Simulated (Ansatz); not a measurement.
# AlH₃ (singlet): wave-function methods side by side at scale of all distances = 1.000, cc-pVDZ

How much of the correlation energy of AlH₃ (singlet) does each wave-function method recover here?

Computed with Ansatz 0.2.0, Gaussian basis. Level: cc-pVDZ, core rule «outside noble gas», up to 5 orbitals frozen.

Plan: UHF; CCSD(T) on RHF; BCCD(T) on RHF; CISD; CCSDT(Q) on RHF; CCSDTQ on RHF; CASSCF and MRCISD+Q, 2 electrons in 2 orbitals; CASSCF and NEVPT2, 2 electrons in 2 orbitals; Full CI.

20 further runs of the same task are left out: 10 for a known fault of the program, 8 that didn't finish, 2 set aside as unsound or not needed.

## 1. The system

The geometry derives from a PBE0/def2-TZVP stationary point (not a proven minimum). All distances are scaled together.

4 atoms, charge 0, spin multiplicity 1.

Atoms are counted from 1 here; the program's logs count them from 0.

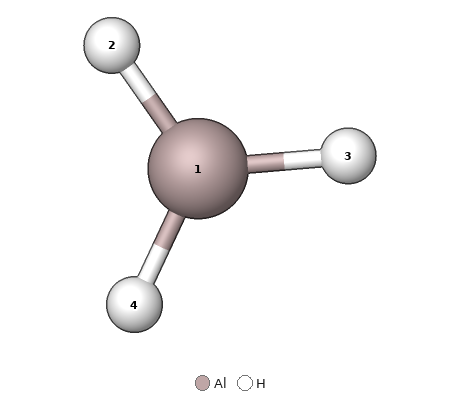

The geometry (aluminium light grey, hydrogen white); atoms are numbered from 1 in the order of the file.

## 2. UHF

in.yaml reads:

```yaml
crystal:
  periodic: [false, false, false]
  atoms:
    - {symbol: Al, position_ang: [0.000000, 0.000000, 0.000000]}
    - {symbol: H, position_ang: [1.585776, 0.015051, -0.000083]}
    - {symbol: H, position_ang: [-0.805923, 1.365794, -0.002790]}
    - {symbol: H, position_ang: [-0.779853, -1.380845, 0.002873]}
basis:
  gaussian: {orbitals: cc-pVDZ}
magnetization: {spin_polarized: true, initial_magnetization: 0}
hamiltonian: {xc: hf}
output: {orbitals: {seedname: orbitals}}
```

On the command line:

```console
$ ansatz run in.yaml --threads 1 --pin off --events-out ev --progress --plain --max-ram 2393MiB
```

Further steps of the session: CCSD(T) on RHF; BCCD(T) on RHF; CISD; CCSDT(Q) on RHF; CCSDTQ on RHF; CASSCF and MRCISD+Q, 2 electrons in 2 orbitals; CASSCF and NEVPT2, 2 electrons in 2 orbitals; Full CI.

Q: Predict the results of all the runs planned. Wanted: FCI below the RHF energy; RMP2 from FCI; RCCSD from FCI; RCCSD(T) from FCI; RCCSDT(Q) from FCI; NEVPT2 pair from FCI; MRCISD+Q pair from FCI; T1 diagnostic; effectively unpaired electrons.

**Answer**, as computed:

```
                         quantity                                                                value
         FCI below the RHF energy                                                           -2.7924 eV
                    RMP2 from FCI                                                         +67.7 kJ/mol
                   RCCSD from FCI                                                          +4.0 kJ/mol
                RCCSD(T) from FCI                                                          +1.1 kJ/mol
               RCCSDT(Q) from FCI                                                           0.0 kJ/mol
             NEVPT2 pair from FCI                                                         +67.3 kJ/mol
           MRCISD+Q pair from FCI                                                          -2.3 kJ/mol
levels within 1 kcal/mol (43 meV)  RCCSD, RCCSD(T), BCCD(T), RCCSDT, RCCSDT(Q), RCCSDTQ, MRCISD+Q pair
                    T1 diagnostic                                                                0.009
   effectively unpaired electrons                                                                 0.03
```

**Reading.** RCCSD(T) misses by +1.1 kJ/mol, 0.4 % of the correlation energy. MRCISD+Q pair falls below full CI: the +Q correction isn't variational, and the cores differ from full CI's. One determinant dominates. Of the multireference levels listed MRCISD+Q pair comes nearest in total energy (-2.3 kJ/mol), which doesn't show that its space is the better one. These misses are within one basis, not against nature.
